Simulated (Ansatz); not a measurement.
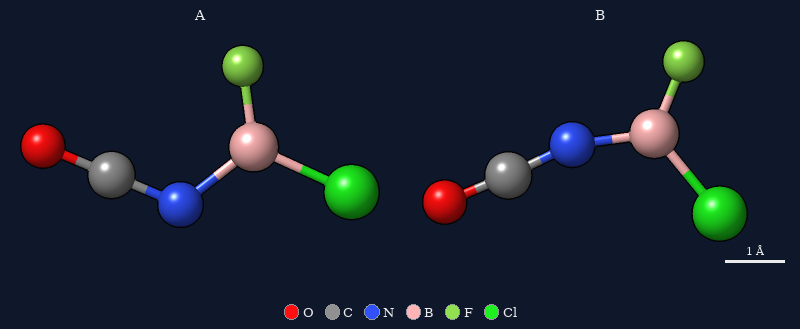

Two geometries of BCNOClF (coarse preliminary run), drawn at one scale. One is the start of a relaxation, the other its converged end. A ball-and-stick model, seen face on.

Computed with RKS PBE-D4/def2-SVP (Ansatz 0.2.0). Set-up: force threshold 0.03 eV/Å; at most 200 steps.

### Which geometry has the lower energy?

Structure B is the relaxed one. The start comes from a force field. The N atom moves most after the best rigid fit: 1.03 Å. Largest moves by element: N 1.03 Å, O 0.96 Å, F 0.70 Å, Cl 0.66 Å, B 0.23 Å, C 0.06 Å. Among the contacts that change: B–N 1.594 → 1.415 Å, C–O 1.271 → 1.177 Å, B–Cl 1.840 → 1.763 Å, C–N 1.281 → 1.212 Å. Bond angles that change, for instance: C–N–B 118.6° → 161.9°, N–B–Cl 117.0° → 121.6°, F–B–Cl 122.4° → 118.7°. The energy falls by 27.6 kcal/mol in 15 accepted moves (17 points after the start). The largest force component goes from 5.6 to 0.018 eV/Å. The line search rejected the trial steps at points 10, 12 of the run. The run took of the order of 100 core-seconds on a shared host.
